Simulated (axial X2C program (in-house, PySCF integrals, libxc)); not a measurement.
# GeC⁻: relativistic diatomic calculation

GeC⁻. The reference is closed-shell GeC; the roots are the vertical energy changes on adding an electron to it, which gives states of GeC⁻. The distance is the PBE0 minimum at charge 0. Computed at this level: EOM-EA-CCSD, two-component X2C with atomic mean-field Coulomb and Gaunt terms, Ge dyall-acv3z, C dyall-av3z (cores contracted) (axial X2C program (in-house, PySCF integrals, libxc)).

## Results in brief

```
                                                                                                         quantity                                                                 value
                                                                                                          outcome                                                             converged
                                                                                   HF energy of the reference GeC                                                   −2134.17062 hartree
                                                                                  MP2 energy of the reference GeC                                                   −2134.78174 hartree
CCSD energy of the reference GeC (with the MP2 share of the virtual spinors left out of the coupled-cluster step)                                                   −2134.78008 hartree
                                                                              CCSD(T) energy of the reference GeC                                                   −2134.79807 hartree
                                         T1 diagnostic (spinor form; for a closed shell √2 times the usual value)                                                                 0.169
                                                                                                         hardware  1 thread of Arm Neoverse V2, 24 GiB of memory available, shared host
                                                                                                        wall time                                                                  48 s
                                                                                                      peak memory                                                               1.1 GiB
```

## Input file
```
{"zs": [32, 6], "q": -1, "bas": ["dyall-acv3z", "dyall-av3z"], "r0": 1.78, "eom": "ea", "thr": -2.0, "nmax": 92, "grid": [1, 0.96, 1.045, 0.92, 1.09, 1.15], "rq": 0}
```

The line is the task of a batch: nuclear charges, charge, bases, a first guess of the distance and further settings. This report covers the levels named above. The log is that of the reference distance 1.797 Å.

Launched within a batch (the task file carries these settings):
```bash
python <driver script> task.json out
```

## Output
```
two-component X2C + atomic mean field  HF
basis functions 182  fitting functions 986  grid points 5076
iter        total energy     max residual
   1      -2132.132222815     2.91e+00
   2      -2133.924467317     1.08e+00
   3      -2134.155082579     1.22e-01
   4      -2134.164821969     3.83e-02
   5      -2134.167221937     2.95e-02
   6      -2134.168237029     1.25e-02
   7      -2134.169583939     1.85e-02
   8      -2134.170193651     1.18e-02
   9      -2134.170467752     3.34e-03
  10      -2134.170556488     2.76e-03
  11      -2134.170599450     3.23e-03
  12      -2134.170614827     9.04e-04
  13      -2134.170617181     1.39e-04
  14      -2134.170617421     1.29e-04
  15      -2134.170617514     3.76e-05
  16      -2134.170617531     1.84e-05
  17      -2134.170617534     9.16e-06
  18      -2134.170617534     1.67e-06
converged
one-electron -3084.01405502  Coulomb 977.64403874  exact exchange -83.61755927  xc functional 0.00000000  nuclear repulsion 56.53980217  atomic mean-field constant -0.72284414
correlated 18  virtual 274  natural virtual 84  E(MP2) -0.611125495  MP2 remainder -0.127755333
iter   CCSD correlation   residual
   1     -0.466643784   1.74e-01
   2     -0.484447086   9.68e-02
   3     -0.489662195   6.48e-02
   4     -0.490228429   4.54e-02
   5     -0.491973437   3.81e-02
   6     -0.492728336   3.41e-02
   7     -0.493095827   3.27e-02
   8     -0.493508466   3.25e-02
   9     -0.493823980   3.24e-02
  10     -0.493431937   3.27e-02
  11     -0.484066008   3.33e-02
  12     -0.478928671   1.65e-01
  13     -0.484978704   2.40e-01
  14     -0.472505097   1.55e-01
  15     -0.486472063   3.31e-01
  16     -0.486614212   1.29e-01
  17     -0.489277128   1.27e-01
  18     -0.490881302   9.35e-02
  19     -0.490132872   7.50e-02
  20     -0.489612007   8.34e-02
  21     -0.489315739   8.82e-02
  22     -0.484619009   9.31e-02
  23     -0.463412117   1.45e-01
  24     -0.487000430   3.10e-01
  25     -0.480846282   9.48e-02
  26     -0.480550936   1.55e-01
  27     -0.468877983   9.22e-02
  28     -0.471911662   1.91e-01
  29     -0.488359874   1.56e-01
  30     -0.493137438   3.22e-02
  31     -0.491252892   5.90e-02
  32     -0.482852347   5.22e-02
  33     -0.485190052   1.87e-02
  34     -0.485638932   2.15e-02
  35     -0.487268740   2.41e-02
  36     -0.483115540   3.66e-02
  37     -0.481146875   1.39e-02
  38     -0.483019727   6.55e-03
  39     -0.482037233   1.38e-02
  40     -0.481695961   3.95e-03
  41     -0.481829998   1.08e-03
  42     -0.481664654   1.16e-03
  43     -0.481700424   5.18e-04
  44     -0.481696220   2.34e-04
  45     -0.481706697   1.46e-04
  46     -0.481707878   6.78e-05
  47     -0.481707450   3.24e-05
  48     -0.481706664   2.10e-05
  49     -0.481705689   1.32e-05
  50     -0.481705451   7.49e-06
  51     -0.481705480   4.14e-06
  52     -0.481705571   2.41e-06
  53     -0.481705627   1.57e-06
  54     -0.481705633   1.13e-06
(T) -0.01798902298686088  T1 0.1694  D1 0.5004  max T2 0.227
EOM-EA-CCSD roots
2*Omega      energy/Eh   energy/eV  one-particle weight
    1      -0.08845120     -2.4069      0.906
    1       0.01022339      0.2782      0.229
    1       0.02563100      0.6975      0.922
    1       0.02806286      0.7636      0.965
    1       0.03317766      0.9028      0.987
    3       0.00837649      0.2279      0.430
    3       0.01452976      0.3954      0.259
    3       0.04414502      1.2012      0.961
    3       0.05477177      1.4904      0.577
    5       0.06654419      1.8108      0.001
    5       0.09668953      2.6311      0.040
    7       0.10115908      2.7527      0.000
```

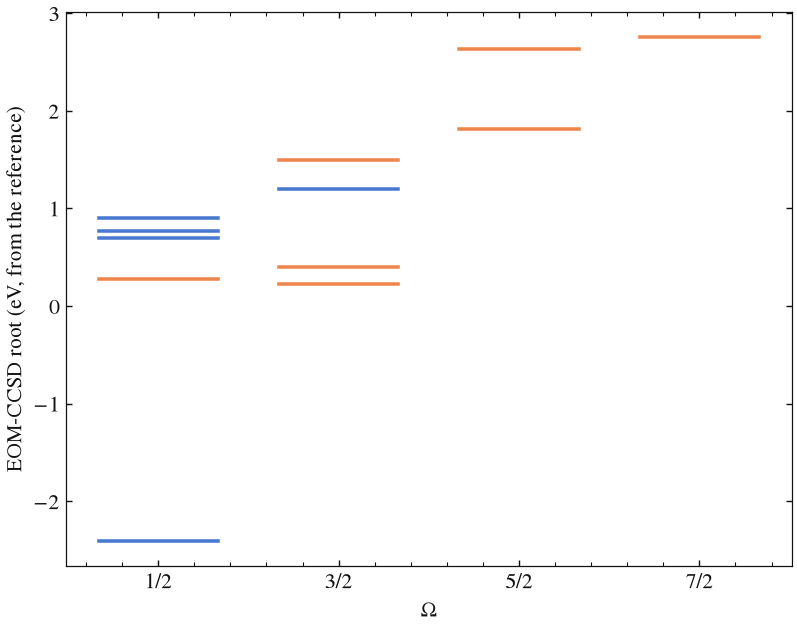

Figure 1. EOM-CCSD roots by Ω at 1.80 Å; roots whose one-particle weight is under 0.8 have the second colour. The lowest has Ω = 1/2 and lies at −2.407 eV, with one-particle weight 0.91. 7 of the 12 roots are less well described at this level.
